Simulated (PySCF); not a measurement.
# [BiF2]+: a change of charge

How does [BiF2]+ respond at fixed geometry? The runs cover a change of charge. It is a constructed species; whether it can be made isn't addressed.

The runs use PySCF 2.14.0; PBE0, Bi def2-SVP with ECP60, F def2-SVP; scalar-relativistic core potentials, no spin–orbit coupling.

1 further run of the same task is left out (for a known fault of the program).

### 1 Starting geometry

3 atoms, charge 1, spin multiplicity 1.

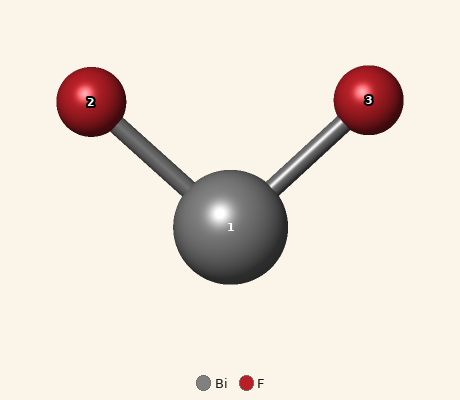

The structure; bismuth grey, fluorine red; atoms are numbered from 1 in the order of the file.

Coordinates:

```xyz
3

Bi    0.0000    0.0000   -0.4756
F     1.4602    0.0000    0.8539
F    -1.4602    0.0000    0.8539
```

Formal oxidation states: Bi +3. An earlier session relaxed this geometry at PBE0, Bi def2-SVP with ECP60, F def2-SVP (singlet, point group C2v).

Its energy there is -413.678060 Eh.

### 2 One electron removed, multiplicity 2

File run.py (the lines that set the calculation):

```python
mol = gto.M(atom='''
Bi     0.00000     0.00000    -0.47557
F      1.46017     0.00000     0.85394
F     -1.46017     0.00000     0.85394''',
    basis={'Bi': 'def2-SVP', 'F': 'def2-SVP'},
    ecp={'Bi': 'def2-SVP'},
    charge=2, spin=1)
mf = dft.UKS(mol, xc='PBE0')
mf.grids.atom_grid = (50, 194)
mf = mf.density_fit()  # fitting sets: Bi def2-universal-JKFIT, F def2-universal-JKFIT
mf.conv_tol = 1e-08; mf.max_cycle = 55
mf.kernel(dm0)  # dm0: the density of the relaxed state
```

On the command line:

```sh
OMP_NUM_THREADS=2 python run.py
```

Output:

```text
init E= -413.687065908235
  HOMO = -0.618371963636  LUMO = -0.610280515723  gap/eV = 0.22018
cycle= 1 E= -412.909192686507  delta_E= 0.778  |g|= 0.361  |ddm|= 0.824
  HOMO = -1.02016582215  LUMO = -0.913142668637  gap/eV = 2.91225
cycle= 2 E= -412.830948876162  delta_E= 0.0782  |g|= 0.584  |ddm|= 0.682
  HOMO = -0.922906736538  LUMO = -0.827749604417  gap/eV = 2.58936
cycle= 3 E= -412.961360816374  delta_E= -0.13  |g|= 0.0481  |ddm|= 0.525
  HOMO = -0.917064469153  LUMO = -0.816313210193  gap/eV = 2.74158
cycle= 4 E= -412.962579936945  delta_E= -0.00122  |g|= 0.0112  |ddm|= 0.0693
  HOMO = -0.914019666416  LUMO = -0.811696436595  gap/eV = 2.78436
cycle= 5 E= -412.962740834408  delta_E= -0.000161  |g|= 0.00314  |ddm|= 0.0321
  HOMO = -0.913376020761  LUMO = -0.810898340256  gap/eV = 2.78856
cycle= 6 E= -412.962758012006  delta_E= -1.72e-05  |g|= 0.00158  |ddm|= 0.0109
  HOMO = -0.913279723804  LUMO = -0.810874234199  gap/eV = 2.78660
cycle= 7 E= -412.962758018753  delta_E= -6.75e-09  |g|= 0.0022  |ddm|= 0.00315
  HOMO = -0.913159198262  LUMO = -0.810857135616  gap/eV = 2.78378
cycle= 8 E= -412.962760905531  delta_E= -2.89e-06  |g|= 0.000437  |ddm|= 0.00264
  HOMO = -0.912958637608  LUMO = -0.810852732464  gap/eV = 2.77844
cycle= 9 E= -412.96276196457  delta_E= -1.06e-06  |g|= 0.000205  |ddm|= 0.00311
  HOMO = -0.91280625463  LUMO = -0.810852710348  gap/eV = 2.77430
cycle= 10 E= -412.962762277827  delta_E= -3.13e-07  |g|= 4.07e-05  |ddm|= 0.00238
  HOMO = -0.912779331968  LUMO = -0.81085171665  gap/eV = 2.77359
cycle= 11 E= -412.962762288053  delta_E= -1.02e-08  |g|= 1.53e-05  |ddm|= 0.000437
  HOMO = -0.912778201458  LUMO = -0.810852523586  gap/eV = 2.77354
cycle= 12 E= -412.962762288263  delta_E= -2.1e-10  |g|= 2.07e-06  |ddm|= 5.52e-05
  HOMO = -0.912777802961  LUMO = -0.810852128006  gap/eV = 2.77354
Extra cycle  E= -412.962762288262  delta_E= 9.09e-13  |g|= 3.11e-06  |ddm|= 5.54e-06
converged SCF energy = -412.962762288262  <S^2> = 0.77583791  2S+1 = 2.0256731
```

It took 0.6 s on 2 threads of Arm Neoverse V2, shared host.

Read off: E = -412.962762 Eh (+19.464 eV from the relaxed state), HOMO -24.84 eV, LUMO -22.06 eV (over both spins), ⟨S²⟩ = 0.776, Mulliken charge on Bi1 +2.14 e. 

### 3 One electron added, multiplicity 2

run.py (the lines that set the calculation), as its differences from that of step 2:

```diff
@@ -6,3 +6,3 @@
     ecp={'Bi': 'def2-SVP'},
-    charge=2, spin=1)
+    charge=0, spin=1)
 mf = dft.UKS(mol, xc='PBE0')
```

On the command line:

```sh
OMP_NUM_THREADS=2 python run.py
```

Output:

```text
init E= -413.686208617802
  HOMO = -0.399814151679  LUMO = -0.392582163308  gap/eV = 0.19679
cycle= 1 E= -413.967947914833  delta_E= -0.282  |g|= 0.151  |ddm|= 0.951
  HOMO = -0.184433382933  LUMO = -0.0766844924049  gap/eV = 2.93200
cycle= 2 E= -413.980626588493  delta_E= -0.0127  |g|= 0.0913  |ddm|= 0.617
  HOMO = -0.211210277311  LUMO = -0.101468910101  gap/eV = 2.98621
cycle= 3 E= -413.984091909731  delta_E= -0.00347  |g|= 0.0343  |ddm|= 0.172
  HOMO = -0.213285472213  LUMO = -0.102576469513  gap/eV = 3.01255
cycle= 4 E= -413.984390087477  delta_E= -0.000298  |g|= 0.0165  |ddm|= 0.032
  HOMO = -0.215045293989  LUMO = -0.10361910685  gap/eV = 3.03206
cycle= 5 E= -413.984498109507  delta_E= -0.000108  |g|= 0.00157  |ddm|= 0.0146
  HOMO = -0.215128296396  LUMO = -0.103430360483  gap/eV = 3.03946
cycle= 6 E= -413.984501082204  delta_E= -2.97e-06  |g|= 0.000554  |ddm|= 0.00353
  HOMO = -0.215117090077  LUMO = -0.103391874115  gap/eV = 3.04020
cycle= 7 E= -413.984501450043  delta_E= -3.68e-07  |g|= 0.000147  |ddm|= 0.00128
  HOMO = -0.215109420394  LUMO = -0.103387944103  gap/eV = 3.04010
cycle= 8 E= -413.984501482586  delta_E= -3.25e-08  |g|= 2.51e-05  |ddm|= 0.000438
  HOMO = -0.215110252044  LUMO = -0.103392179351  gap/eV = 3.04000
cycle= 9 E= -413.984501483404  delta_E= -8.18e-10  |g|= 7.47e-06  |ddm|= 6.25e-05
  HOMO = -0.21510987355  LUMO = -0.103392193452  gap/eV = 3.03999
Extra cycle  E= -413.984501483449  delta_E= -4.45e-11  |g|= 8.11e-06  |ddm|= 1.87e-05
converged SCF energy = -413.984501483449  <S^2> = 0.75215827  2S+1 = 2.0021571
```

Wall time 0.5 s (2 threads of Arm Neoverse V2, shared host).

Result: E = -413.984501 Eh (-8.339 eV from the relaxed state), HOMO -5.85 eV, LUMO -2.81 eV (over both spins), ⟨S²⟩ = 0.752, Mulliken charge on Bi1 +0.93 e. 

### 4 The states side by side

| state | energy from the relaxed state (eV) | ⟨S²⟩ | time |
| --- | --- | --- | --- |
| charge +1, singlet, vacuum (relaxed) | 0 | 0.00 |  |
| charge 0, doublet, vacuum | -8.34 | 0.75 | 0.5 s |
| charge +2, doublet, vacuum | 19.46 | 0.78 | 0.6 s |

An electron taken off or put on is at rest in vacuum. 

Removing an electron vertically costs 19.46 eV (doublet), against −HOMO = 16.89 eV. Adding an electron vertically releases 8.34 eV (doublet). The bases are small and lack diffuse functions. Spin–orbit coupling is left out.
